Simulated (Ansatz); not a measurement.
# NF3 (SMILES FN(F)F) at CCSD(T)/cc-pVTZ

What is the electronic atomisation energy of NF3 at CCSD(T)/cc-pVTZ? 

Program for the calculation: Ansatz 0.2.0.

22 further runs of the same task are left out: 22 set aside as unsound or not needed.

## 1. The molecule

NF3: 4 atoms, total charge 0, spin state singlet. SMILES: `FN(F)F`. The shape is that of a PBE0-D4/def2-TZVP optimisation.

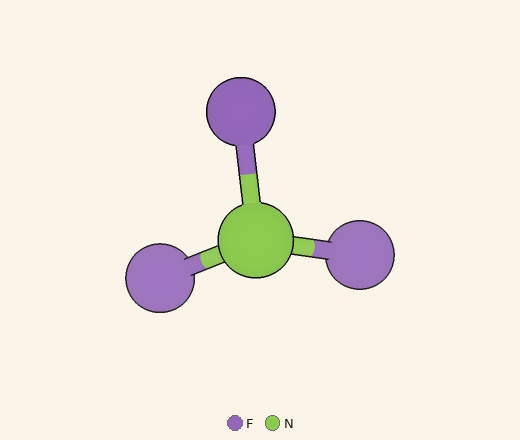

Viewed from a chosen angle; fluorine purple, nitrogen green.

## 2. The energy at CCSD(T)/cc-pVTZ

File in.yaml:

```yaml
crystal:
  periodic: [false, false, false]
  atoms:
    - {symbol: F, position_ang: [0.614010, 0.000340, 1.066930]}
    - {symbol: N, position_ang: [0.353420, -0.074150, -0.266250]}
    - {symbol: F, position_ang: [-0.636280, -1.006490, -0.312240]}
    - {symbol: F, position_ang: [-0.331150, 1.080310, -0.488440]}
basis:
  gaussian: {orbitals: cc-pVTZ}
correlation: {method: ccsd_t, frozen_orbitals: {F: 1, "N": 1}}
accuracy: high
scf: {omitted_lower_state_checks: [cluster_reference, increment]}
```

Started as:

```bash
$ ansatz run in.yaml --threads 1 --pin off --max-ram 3480MiB --events-out events.jsonl --progress --plain --runs-dir runs
```

Log:

```text
Warning: RAYON_NUM_THREADS=1 ignored (pool sized by the plan → 1); use --threads N
Functional definition: HF
  name "HF"
  exchange = exact_x
  correlation = 0
these checks for a lower state are left out or cut short: cluster_reference, increment
2075 factors; integrals over basis functions are off by at most 3.4e-9 eV
mean field evaluation 1: about -9591.9580 eV, gradient 5.1e1 eV
mean field evaluation 2: about -9592.0871 eV, gradient 5.1e1 eV
mean field evaluation 4: about -9596.7483 eV, gradient 4.2e0 eV
mean field evaluation 8: about -9596.8642 eV, gradient 5.6e-1 eV
mean field evaluation 16: about -9596.8663 eV, gradient 1.7e-8 eV
mean field -9596.86626900 eV, -352.6783303960 hartree, gradient 1.6e-8 eV, S^2 0.000000; 0 other end points of the search recorded, 0 dependent functions left out
4 core orbitals not correlated: weight in the atoms' cores, before any rotation towards them, 1.000 or more for the frozen orbitals, at most 0.000 for the correlated occupied ones
reference -9596.86626900 eV, -352.6783303960 hartree; 13, 13 occupied and 103, 103 virtual orbitals, 2075 factors
second order -26.25115304 eV of doubles, -0.00000000 eV of singles
cycle   1  -25.54190039 eV  change    7.1e-1 eV  update   1.1e-1
cycle   2  -26.16045380 eV  change   -6.2e-1 eV  update   3.6e-2
cycle   3  -26.32045283 eV  change   -1.6e-1 eV  update   1.8e-2
cycle   4  -26.29609020 eV  change    2.4e-2 eV  update   5.7e-3
cycle   5  -26.29577183 eV  change    3.2e-4 eV  update   3.1e-3
cycle   6  -26.29845515 eV  change   -2.7e-3 eV  update   8.5e-4
cycle   7  -26.29773880 eV  change    7.2e-4 eV  update   3.9e-4
cycle   8  -26.29755411 eV  change    1.8e-4 eV  update   9.5e-5
cycle   9  -26.29759595 eV  change   -4.2e-5 eV  update   4.9e-5
cycle  10  -26.29759471 eV  change    1.2e-6 eV  update   1.8e-5
cycle  11  -26.29760825 eV  change   -1.4e-5 eV  update   7.6e-6
cycle  12  -26.29761823 eV  change   -1.0e-5 eV  update   2.5e-6
cycle  13  -26.29761665 eV  change    1.6e-6 eV  update   9.8e-7
cycle  14  -26.29761763 eV  change   -9.8e-7 eV  update   3.6e-7
cycle  15  -26.29761759 eV  change    4.5e-8 eV  update   1.4e-7
cycle  16  -26.29761736 eV  change    2.2e-7 eV  update   5.7e-8
cycle  17  -26.29761737 eV  change   -1.2e-8 eV  update   3.3e-8
cycle  18  -26.29761813 eV  change   -7.6e-7 eV  update   1.3e-7
cycle  19  -26.29761807 eV  change    6.1e-8 eV  update   3.4e-8
cycle  20  -26.29761813 eV  change   -5.8e-8 eV  update   1.2e-8
cycle  21  -26.29761813 eV  change   -4.4e-9 eV  update   4.7e-9
cycle  22  -26.29761813 eV  change    1.1e-9 eV  update   1.5e-9
perturbative correction -0.95792598 eV, -0.0352031306 hartree
Total energy: -9624.12181311 eV, -353.6799531677 hartree
Checks for a lower state left out: cluster_reference, increment
```

Run time: 30 s. Hardware: 1 thread of Intel Xeon 6975P-C (Granite Rapids), shared host; peak memory 1.2 GiB.

## 3. The F atom, same level

File job.yaml:

```yaml
crystal:
  periodic: [false, false, false]
  atoms:
    - {symbol: F, position_ang: [0.000000, 0.000000, 0.000000]}
basis:
  gaussian:
    orbitals: cc-pVTZ
magnetization:
  spin_polarized: true
  initial_magnetization: 1
correlation:
  method: ccsd_t
  frozen_orbitals: {F: 1}
accuracy: high
scf:
  omitted_lower_state_checks: [cluster_reference, increment]
```

Run the same way, it converges to -99.62036 Eh (log not shown).

## 4. The N atom, same level

File in.yaml:

```yaml
crystal:
  periodic: [false, false, false]
  atoms:
    - {symbol: N, position_ang: [0.000000, 0.000000, 0.000000]}
basis:
  gaussian:
    orbitals: cc-pVTZ
magnetization:
  spin_polarized: true
  initial_magnetization: 3
correlation:
  method: ccsd_t
  frozen_orbitals: {"N": 1}
accuracy: high
scf:
  omitted_lower_state_checks: [cluster_reference, increment]
```

Run the same way, it converges to -54.51471 Eh (log not shown).

## 5. Results

Level: CCSD(T)/cc-pVTZ, 4 core orbitals frozen.

| quantity | value |
| --- | --- |
| molecule: total energy | -353.67995 Eh |
| molecule: correlation energy (4 core orbitals frozen) | -1001.6 mEh |
| molecule: (T) correction | -35.20 mEh |
| molecule: T1 diagnostic | 0.015 |
| F atom: total energy | -99.62036 Eh |
| F atom: correlation energy (1 core orbital frozen) | -214.8 mEh |
| F atom: (T) correction | -3.59 mEh |
| F atom: ⟨S²⟩ of the reference determinant | 0.753 |
| F atom: T1 diagnostic | 0.005 |
| N atom: total energy | -54.51471 Eh |
| N atom: correlation energy (1 core orbital frozen) | -114.0 mEh |
| N atom: (T) correction | -2.28 mEh |
| N atom: ⟨S²⟩ of the reference determinant | 3.756 |
| N atom: T1 diagnostic | 0.005 |
| electronic atomisation energy | 8.277 eV |

**Reading.** Taking the molecule apart into free atoms costs 8.28 eV (799 kJ/mol), before zero-point energy and without spin-orbit coupling. The triples (molecule) make up 3.5 % of the correlation energy. The triples (F atom) make up 1.7 % of the correlation energy. The triples (N atom) make up 2.0 % of the correlation energy.
